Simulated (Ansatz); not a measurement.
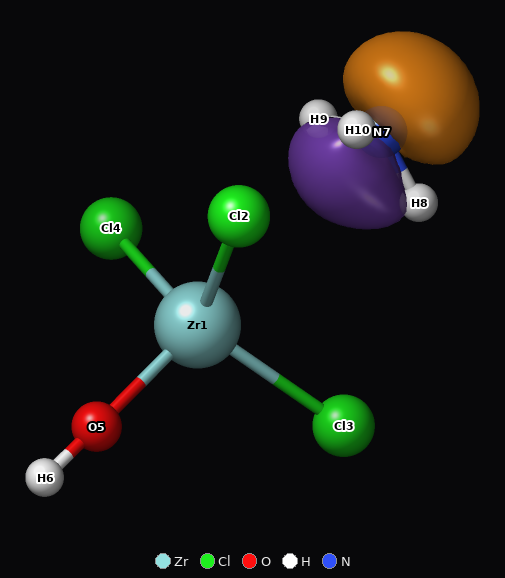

Figure 1: Cl3HOZr···NH3. The HOMO at ±0.2 Å⁻³ᐟ² (orange and purple are the two phases), seen at an oblique angle.

Core potentials replace the inner electrons of Zr; not at a stationary point (largest force 1.4 eV/Å).

Theory: Ansatz, RKS PBE0-D4/def2-SVP.

```xyz
10

Zr   -0.0667   -0.1361    0.1561
Cl   -0.1760   -0.1521    2.6299
Cl    2.0906   -0.4383   -0.7138
Cl   -1.1684    1.6789   -0.8404
O    -1.0297   -1.6479   -0.3718
H    -1.5344   -2.4274   -0.6135
N     1.6287    2.5488    1.3767
H     2.3213    2.0270    0.8480
H     0.9230    2.9458    0.7638
H     1.1978    1.9594    2.1101
```

Describe this orbital and give its energy.

It lies mainly on N7 (about 75 %); largely a lone pair of N7. Its energy is −7.48 eV.
